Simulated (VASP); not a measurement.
# FeGe: accuracy against cost in the number of MPI ranks and PAW data sets, part 3 of 3

A convergence test on FeGe: the number of MPI ranks and PAW data sets. The series runs use PBE. The start is a cell from a database of measured crystal structures.

VASP 6.6.1, plane waves and PAW; the level of theory is named at each step.

Still holding for the runs below: The magnetic state follows from one typed start and may not be the lowest.

So far. Step 10 (PAW data sets: materialsproject 64: Fe pv Ge d): With 112 valence electrons the pressure is -3.66 GPa, -1.42 GPa from the first of the series, after 16 cycles in 21 s. Step 11 (PAW data sets: semicore 64: Fe sv Ge d): With 120 valence electrons the pressure is -3.94 GPa, -1.70 GPa from the first of the series, after 16 cycles in 29 s.

The database entry behind the starting cell differs from later determinations by our own check (about 0.2 % short), so it need not match the best structure at ambient conditions.

### 12. PAW data sets: GW 64: Fe sv GW Ge d GW

This step: PBE, spin-polarised from a ferromagnetic start; plane waves and PAW (Fe_sv_GW, Ge_d_GW) (VASP 6.6.1).

File INCAR:

```
SYSTEM = FeGe
PREC = Accurate
ENCUT = 510
EDIFF = 1E-06
NELM = 100
ISMEAR = -1
SIGMA = 0.05
LREAL = .FALSE.
ALGO = Normal
GGA = PE
NBANDS = 85
ISPIN = 2
MAGMOM = 3 3 3 3 0 0 0 0
LASPH = .TRUE.
LMAXMIX = 4
LORBIT = 11
LWAVE = .FALSE.
LCHARG = .FALSE.
KPAR = 8
ISIF = 2
```

File POSCAR:

```
FeGe
1.0
    4.6890000000      0.0000000000      0.0000000000
    0.0000000000      4.6890000000      0.0000000000
    0.0000000000      0.0000000000      4.6890000000
Fe Ge
4 4
Direct
    0.1350000000      0.1350000000      0.1350000000
    0.3650000000      0.8650000000      0.6350000000
    0.6350000000      0.3650000000      0.8650000000
    0.8650000000      0.6350000000      0.3650000000
    0.8420000000      0.8420000000      0.8420000000
    0.6580000000      0.1580000000      0.3420000000
    0.3420000000      0.6580000000      0.1580000000
    0.1580000000      0.3420000000      0.6580000000
```

File KPOINTS:

```
Automatic mesh
0
Gamma
6 6 6
0 0 0
```

Potentials, in the order of the species: Fe_sv_GW and Ge_d_GW (PBE family, release 64).

Started as:

```console
mpirun -np 8 vasp_std
```

Output:

```text
[... set-up lines as in an earlier step ...]
 entering main loop
       N       E                     dE             d eps       ncg     rms          rms(c)
DAV:   1     0.309337821949E+04    0.30934E+04   -0.40483E+04  9610   0.489E+03
DAV:   2     0.776714713944E+03   -0.23167E+04   -0.21571E+04  9349   0.148E+03
DAV:   3     0.832288311363E+02   -0.69349E+03   -0.65155E+03 12376   0.771E+02
DAV:   4    -0.507544310246E+02   -0.13398E+03   -0.12585E+03 15230   0.407E+02
[...]
DAV:  14    -0.568164548851E+02   -0.33222E-04   -0.18582E-04 16320   0.158E-01    0.311E-02
DAV:  15    -0.568164576873E+02   -0.28021E-05   -0.33980E-05 16280   0.716E-02    0.116E-02
DAV:  16    -0.568164578090E+02   -0.12166E-06   -0.51277E-06  9352   0.333E-02
   1 F= -.56816458E+02 E0= -.56786955E+02  d E =-.590064E-01  mag=     4.2374
```

Wall time 44 s (8 MPI ranks of AMD EPYC 9R45, shared host); peak memory 3.8 GiB.

Parts of OUTCAR (step 12):

```text
  Total       -3.4236062     -3.4236062     -3.4236062      0.0000000      0.0000000     -0.0000000
  in kB      -53.2051528    -53.2051528    -53.2051528      0.0000000      0.0000000     -0.0000000
  external PRESSURE =     -53.2051528 kB  Pullay stress =       0.0000000 kB

 POSITION                                       TOTAL-FORCE (eV/Angst)
 -----------------------------------------------------------------------------------
      0.63301      0.63301      0.63301        -0.035219     -0.035219     -0.035219
      1.71149      4.05599      2.97751         0.035219      0.035219     -0.035219
      2.97751      1.71149      4.05599        -0.035219      0.035219      0.035219
      4.05599      2.97751      1.71149         0.035219     -0.035219      0.035219
      3.94814      3.94814      3.94814        -0.025733     -0.025733     -0.025733
      3.08536      0.74086      1.60364         0.025733      0.025733     -0.025733
      1.60364      3.08536      0.74086        -0.025733      0.025733      0.025733
      0.74086      1.60364      3.08536         0.025733     -0.025733      0.025733
 -----------------------------------------------------------------------------------
    total drift:                               -0.000002     -0.000001      0.000000

  FREE ENERGIE OF THE ION-ELECTRON SYSTEM (eV)
  ---------------------------------------------------
  free  energy   TOTEN  =       -56.8164578090 eV

  energy  without entropy=      -56.7574513838  energy(sigma->0) =      -56.78695460

 magnetization (x)
# of ion       s       p       d       f       tot
--------------------------------------------------
    1        0.002  -0.001   1.175  -0.000   1.175
    2        0.002  -0.001   1.175  -0.000   1.175
    3        0.002  -0.001   1.175  -0.000   1.175
    4        0.002  -0.001   1.175  -0.000   1.175
    5       -0.012  -0.063  -0.004   0.000  -0.079
    6       -0.012  -0.063  -0.004   0.000  -0.079
    7       -0.012  -0.063  -0.004   0.000  -0.079
    8       -0.012  -0.063  -0.004   0.000  -0.079
--------------------------------------------------
tot         -0.042  -0.257   4.684  -0.001   4.384

[... 2 parts as in an earlier step ...]

[... 1 further part left out ...]
[key lines of the parts left out:]
E-fermi :   7.5952
```

With 120 valence electrons the pressure is -5.32 GPa, -3.08 GPa from the first of the series, after 16 cycles in 44 s.

### 13. PAW data sets: hard 64: Fe Ge h

This step: PBE, spin-polarised from a ferromagnetic start; plane waves and PAW (Fe, Ge_h) (VASP 6.6.1).

Changes to INCAR since step 12:

```diff
@@ -2,3 +2,3 @@
 PREC = Accurate
-ENCUT = 510
+ENCUT = 540
 EDIFF = 1E-06
@@ -10,3 +10,3 @@
 GGA = PE
-NBANDS = 85
+NBANDS = 65
 ISPIN = 2
```

POSCAR is that of step 12.

KPOINTS is that of step 12.

PAW data sets: Fe and Ge_h (PBE family, release 64).

Started as:

```console
mpirun -np 8 vasp_std
```

Output:

```text
[... set-up lines as in an earlier step ...]
 entering main loop
       N       E                     dE             d eps       ncg     rms          rms(c)
DAV:   1     0.105013418094E+04    0.10501E+04   -0.42476E+04  6496   0.250E+03
DAV:   2     0.147319013042E+03   -0.90282E+03   -0.84732E+03  6240   0.651E+02
DAV:   3    -0.443283899991E+02   -0.19165E+03   -0.18091E+03  6395   0.251E+02
DAV:   4    -0.560100367359E+02   -0.11682E+02   -0.11553E+02  7163   0.740E+01
[...]
DAV:  13    -0.517513190217E+02    0.11250E-04   -0.31356E-05  8490   0.434E-02    0.192E-02
DAV:  14    -0.517513216749E+02   -0.26532E-05   -0.12005E-05  6130   0.262E-02    0.100E-02
DAV:  15    -0.517513220243E+02   -0.34934E-06   -0.80618E-07  3679   0.908E-03
   1 F= -.51751322E+02 E0= -.51721431E+02  d E =-.597825E-01  mag=     4.2480
```

It took 23 s on 8 MPI ranks; peak memory 3.3 GiB.

OUTCAR, selected parts (step 13):

```text
  Total       -1.8647199     -1.8647199     -1.8647199     -0.0000000     -0.0000000      0.0000000
  in kB      -28.9790057    -28.9790057    -28.9790057     -0.0000000     -0.0000000      0.0000000
  external PRESSURE =     -28.9790057 kB  Pullay stress =       0.0000000 kB

 POSITION                                       TOTAL-FORCE (eV/Angst)
 -----------------------------------------------------------------------------------
      0.63301      0.63301      0.63301        -0.030447     -0.030447     -0.030447
      1.71149      4.05599      2.97751         0.030447      0.030447     -0.030447
      2.97751      1.71149      4.05599        -0.030447      0.030447      0.030447
      4.05599      2.97751      1.71149         0.030447     -0.030447      0.030447
      3.94814      3.94814      3.94814        -0.031555     -0.031555     -0.031555
      3.08536      0.74086      1.60364         0.031555      0.031555     -0.031555
      1.60364      3.08536      0.74086        -0.031555      0.031555      0.031555
      0.74086      1.60364      3.08536         0.031555     -0.031555      0.031555
 -----------------------------------------------------------------------------------
    total drift:                               -0.000001     -0.000001     -0.000000

  FREE ENERGIE OF THE ION-ELECTRON SYSTEM (eV)
  ---------------------------------------------------
  free  energy   TOTEN  =       -51.7513220243 eV

  energy  without entropy=      -51.6915395484  energy(sigma->0) =      -51.72143079

 magnetization (x)
# of ion       s       p       d       tot
------------------------------------------
    1       -0.000  -0.005   1.187   1.181
    2       -0.000  -0.005   1.187   1.181
    3       -0.000  -0.005   1.187   1.181
    4       -0.000  -0.005   1.187   1.181
    5       -0.011  -0.041  -0.002  -0.053
    6       -0.011  -0.041  -0.002  -0.053
    7       -0.011  -0.041  -0.002  -0.053
    8       -0.011  -0.041  -0.002  -0.053
--------------------------------------------------
tot         -0.046  -0.184   4.742   4.513

[... 1 part as in an earlier step ...]

[... 2 further parts left out ...]
[key lines of the parts left out:]
E-fermi :   8.8282
```

With 88 valence electrons the pressure is -2.90 GPa, -0.66 GPa from the first of the series, after 15 cycles in 23 s.

### 14. The PAW data sets series as a table

This step: convergence of PBE results with the datasets; plane waves and PAW (VASP 6.6.1).

This step runs nothing: it gathers the runs above.

Differences are taken from the run with recommended 64: Fe Ge_d. Results of the series, by row:

```tsv
setting	status	pressure (GPa)	largest force difference (meV/Å)	moment (μB)	SCF cycles	wall time (s)
minimal 64: Fe Ge, 400 eV	converged	-2.236	4.461	4.234	15	12.2
recommended 64: Fe Ge_d, 410 eV	converged	-3.07	0	4.247	15	16.8
recommended 54: Fe Ge_d, 410 eV	converged	-3.07	0	4.247	15	16.8
materialsproject 64: Fe_pv Ge_d, 410 eV	converged	-3.66	4.041	4.247	16	21
semicore 64: Fe_sv Ge_d, 510 eV	converged	-3.939	9.451	4.246	16	29
gw 64: Fe_sv_GW Ge_d_GW, 510 eV	converged	-5.321	1.259	4.237	16	44
hard 64: Fe Ge_h, 540 eV	converged	-2.898	4.563	4.248	15	23
```

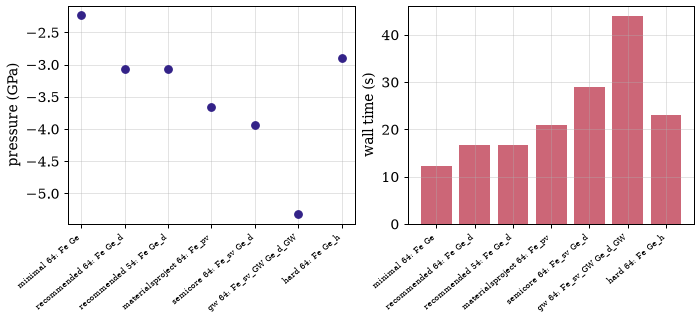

The pressure and the wall time by setting.

### 15. What came out

```
wall time from fewest to most ranks           : 87 s to 17 s
spread of the pressure over the PAW data sets : 3.08 GPa
```

What this shows: On 8 ranks the run uses the cores at 65 % of the efficiency of 1. The choice of data set moves the pressure between -5.32 GPa (gw 64: Fe_sv_GW Ge_d_GW) and -2.24 GPa (minimal 64: Fe Ge); the cutoffs differ too (400, 410, 510 and 540 eV). Data sets differ in their zero of energy, so energies are not compared. Going from 1 ranks to 8 ranks shortens the run by a factor of 5.2; on a shared host such times are rough.

[Lines on the potential files, build, host, timing and source positions are cut from VASP's logs without a mark.]

[Logs are printed without paths, hosts, clocks, repeated set-up lines and the standing remarks that a program may print on its own settings, such as how far it seeks lower states.]

[Hosts, paths, dates, database ids (printed as entryN), source tags and the programs' standing remarks are cut or masked in the printed files.]

[A measured line is paired with the nearest computed mode of its activity, which favours agreement.]
